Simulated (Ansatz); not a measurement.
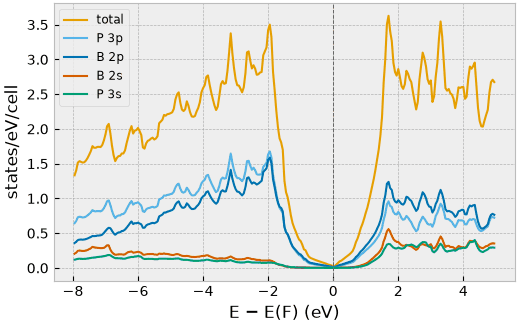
Figure: Total and projected density of states of BP in space group P6_422 (No. 181; B on 3c, P on 3d), PBEsol in the plane-wave PAW code Ansatz

Problem. Which orbitals carry the states next to the Fermi level?

Solution. Within 0.5 eV of the Fermi level: B 2p 47 %, P 3p 38 %, outside the projected shells 12 %. Projections are on Löwdin-orthogonalised atomic valence shells; empty p or d shells of many metals are not among them.

Problem. Where is the tallest occupied peak in this window, and what makes it?

Solution. Near -1.9 eV, about 3.5 states/eV per cell; the largest projected share is P 3p.

The start of the workflow was typed in or built on a structure type; neither database checked (COD, Materials Project) lists it. It is not the phase usual at ambient conditions (space group No. 216). The PBEsol relaxation kept the symmetry of its start; its stability against distortions is not shown here.

Potentials: the earlier of the program's two PAW sets. The files were generated under PBE; for other functionals the program regenerates the frozen cores, and for LDA and PBEsol the local potential too.
